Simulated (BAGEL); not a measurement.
# CH5Al (SMILES [CH3][AlH2]): HF/def2-TZVP (density fitting with qzvpp-jkfit)

Aim: the vertical singlet–triplet gap of CH5Al at HF/def2-TZVP (density fitting with qzvpp-jkfit), from 2 runs. 

The calculation is run with BAGEL 1.2.2.

## 1. Starting point

CH5Al: 7 atoms, total charge 0, spin state singlet. SMILES: `[CH3][AlH2]`. Geometry: relaxed at PBE0-D4/def2-TZVP.

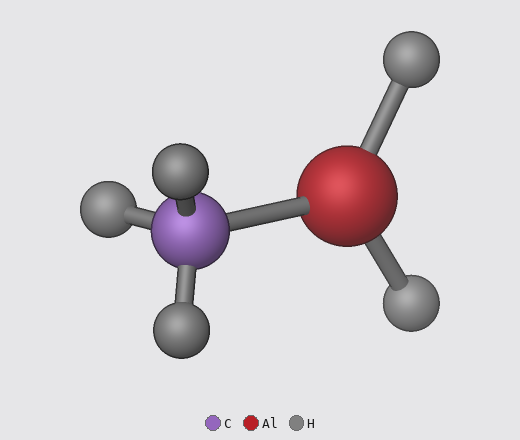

Viewed from a chosen angle; carbon purple, aluminium red, hydrogen grey.

## 2. A single-point energy at HF/def2-TZVP (density fitting with qzvpp-jkfit)

input.json

```json
{ "bagel": [

{
  "title": "molecule",
  "basis": "def2-tzvp.json",
  "df_basis": "qzvpp-jkfit",
  "angstrom": true,
  "geometry": [
    { "atom": "C", "xyz": [   -0.448500,   -0.695600,   -0.355500 ] },
    { "atom": "Al", "xyz": [    0.562900,    0.778300,    0.424700 ] },
    { "atom": "H", "xyz": [   -1.063100,   -1.219600,    0.380800 ] },
    { "atom": "H", "xyz": [   -1.134400,   -0.306400,   -1.118200 ] },
    { "atom": "H", "xyz": [    0.193400,   -1.425500,   -0.855600 ] },
    { "atom": "H", "xyz": [    0.016000,    1.549300,    1.703400 ] },
    { "atom": "H", "xyz": [    1.934800,    1.251600,   -0.225400 ] }
  ]
},
{
  "title": "hf"
},
{
  "title": "print",
  "file": "orbitals.molden",
  "orbitals": true
}

]}
```

The basis set def2-TZVP is read from a file made from the Basis Set Exchange's data (not shown).

Command:

```sh
$ BAGEL_NUM_THREADS=1 BAGEL input.json > input.out
```

What it wrote:

```text
* using 1 threads per process

  ===============================================================
  ===============================================================

  *** Geometry ***

  { "atom" : "C", "xyz" : [     -0.847542,     -1.314493,     -0.671798 ] },
  { "atom" : "Al", "xyz" : [      1.063727,      1.470774,      0.802567 ] },
  { "atom" : "H", "xyz" : [     -2.008968,     -2.304710,      0.719608 ] },
  { "atom" : "H", "xyz" : [     -2.143705,     -0.579012,     -2.113092 ] },
  { "atom" : "H", "xyz" : [      0.365473,     -2.693805,     -1.616850 ] },
  { "atom" : "H", "xyz" : [      0.030236,      2.927753,      3.218959 ] },
  { "atom" : "H", "xyz" : [      3.656242,      2.365181,     -0.425944 ] },

  Number of auxiliary basis functions:      293

  Since a DF basis is specified, we compute 2- and 3-index integrals:
    o Being stored without compression. Storage requirement is 0.023 GB

  Number of basis functions:       98
  Number of electrons      :       24

    * METHOD: MOLECULE                             0.11

  *** RHF ***

  === Nuclear Repulsion ===
    50.6184517267

      * DIIS with orbital gradients will be used.

  === RHF iteration (def2-tzvp.json) ===
      0       -282.58035657          0.01968215           0.02
      1       -282.67867171          0.00897458           0.02
      2       -282.70233714          0.00149619           0.02
      3       -282.70342494          0.00016520           0.02
      4       -282.70344292          0.00003749           0.02
      5       -282.70344375          0.00000922           0.02
      6       -282.70344381          0.00000225           0.02
      7       -282.70344381          0.00000047           0.02
      8       -282.70344381          0.00000015           0.02
      9       -282.70344381          0.00000004           0.02
     10       -282.70344381          0.00000001           0.02
     11       -282.70344381          0.00000000           0.02
    * SCF iteration converged.

    * Permanent dipole moment:
           (    0.134195,     0.209095,     0.101092) a.u.

    * METHOD: HF                                   0.39

    * METHOD: PRINT                                0.02

  ===============================================================
```

It took 0.69 s on 1 thread of Arm Neoverse V1, shared host.

## 3. The triplet

input.json

```json
{ "bagel": [

{
  "title": "molecule",
  "basis": "def2-tzvp.json",
  "df_basis": "qzvpp-jkfit",
  "angstrom": "true",
  "geometry": [
    { "atom": "C", "xyz": [      -0.448500,      -0.695600,      -0.355500 ] },
    { "atom": "Al", "xyz": [       0.562900,       0.778300,       0.424700 ] },
    { "atom": "H", "xyz": [      -1.063100,      -1.219600,       0.380800 ] },
    { "atom": "H", "xyz": [      -1.134400,      -0.306400,      -1.118200 ] },
    { "atom": "H", "xyz": [       0.193400,      -1.425500,      -0.855600 ] },
    { "atom": "H", "xyz": [       0.016000,       1.549300,       1.703400 ] },
    { "atom": "H", "xyz": [       1.934800,       1.251600,      -0.225400 ] }
  ]
},

{ "title": "uhf", "nopen": 2 },

{ "title": "print", "file": "orbitals.molden", "orbitals": "true" }

]}
```

The basis set def2-TZVP is read from a file made from the Basis Set Exchange's data (not shown).

Command:

```sh
$ BAGEL_NUM_THREADS=1 BAGEL input.json > input.out
```

What it wrote:

```text
* using 1 threads per process

  ===============================================================
  ===============================================================

  *** Geometry ***

  { "atom" : "C", "xyz" : [     -0.847542,     -1.314493,     -0.671798 ] },
  { "atom" : "Al", "xyz" : [      1.063727,      1.470774,      0.802567 ] },
  { "atom" : "H", "xyz" : [     -2.008968,     -2.304710,      0.719608 ] },
  { "atom" : "H", "xyz" : [     -2.143705,     -0.579012,     -2.113092 ] },
  { "atom" : "H", "xyz" : [      0.365473,     -2.693805,     -1.616850 ] },
  { "atom" : "H", "xyz" : [      0.030236,      2.927753,      3.218959 ] },
  { "atom" : "H", "xyz" : [      3.656242,      2.365181,     -0.425944 ] },

  Number of auxiliary basis functions:      293

  Since a DF basis is specified, we compute 2- and 3-index integrals:
    o Being stored without compression. Storage requirement is 0.023 GB

  Number of basis functions:       98
  Number of electrons      :       24

    * METHOD: MOLECULE                             0.11

  *** Open-shell HF ***

  === Nuclear Repulsion ===
    50.6184517267

      * DIIS with orbital gradients will be used.

  === UHF iteration (def2-tzvp.json) ===
      0       -282.34141131          0.04151269           0.05
      1       -282.46737130          0.02047131           0.05
      2       -282.49554674          0.01025368           0.05
      3       -282.50402901          0.00121759           0.05
      4       -282.50498879          0.00028719           0.05
      5       -282.50515746          0.00013242           0.05
      6       -282.50521810          0.00006703           0.05
      7       -282.50523277          0.00004170           0.05
      8       -282.50523790          0.00002788           0.05
      9       -282.50523983          0.00002051           0.05
     10       -282.50524126          0.00001378           0.05
     11       -282.50524171          0.00001213           0.05
     12       -282.50524189          0.00001263           0.05
     13       -282.50524167          0.00001130           0.05
     14       -282.50524137          0.00000762           0.05
     15       -282.50524137          0.00000376           0.05
     16       -282.50524142          0.00000170           0.05
     17       -282.50524143          0.00000085           0.05
     18       -282.50524143          0.00000043           0.05
     19       -282.50524143          0.00000029           0.05
     20       -282.50524143          0.00000024           0.05
     21       -282.50524143          0.00000024           0.05
     22       -282.50524143          0.00000024           0.05
     23       -282.50524143          0.00000019           0.05
     24       -282.50524143          0.00000013           0.05
     25       -282.50524143          0.00000009           0.05
     26       -282.50524143          0.00000007           0.05
     27       -282.50524143          0.00000005           0.05
     28       -282.50524143          0.00000003           0.05
     29       -282.50524143          0.00000002           0.05
     30       -282.50524143          0.00000002           0.05
     31       -282.50524143          0.00000002           0.05
     32       -282.50524143          0.00000002           0.05
     33       -282.50524143          0.00000002           0.05
     34       -282.50524143          0.00000001           0.05
     35       -282.50524143          0.00000001           0.05
     36       -282.50524143          0.00000001           0.05
    * SCF iteration converged.

    * S^2 (UHF) is 2.0670

    * Permanent dipole moment:
           (   -0.052190,    -0.260042,    -0.008341) a.u.

    * METHOD: UHF                                  1.90

    * METHOD: PRINT                                0.02

  ===============================================================
```

It took 2.1 s on 1 thread of Arm Neoverse V1, shared host.

## 4. What came out

Level: HF/def2-TZVP (density fitting with qzvpp-jkfit).

| quantity | value |
| --- | --- |
| singlet: total energy | -282.70344 Eh |
| singlet: dipole moment | 0.68 D |
| singlet: HOMO energy | -11.16 eV |
| singlet: LUMO energy | 1.33 eV |
| singlet: HOMO–LUMO gap | 12.49 eV |
| triplet: total energy | -282.50524 Eh |
| triplet: dipole moment | 0.67 D |
| triplet: ⟨S²⟩ | 2.067 |
| vertical energy of the triplet above the singlet | 5.393 eV |

What this shows: At this shape the triplet lies 5.39 eV (124 kcal/mol) above the singlet.
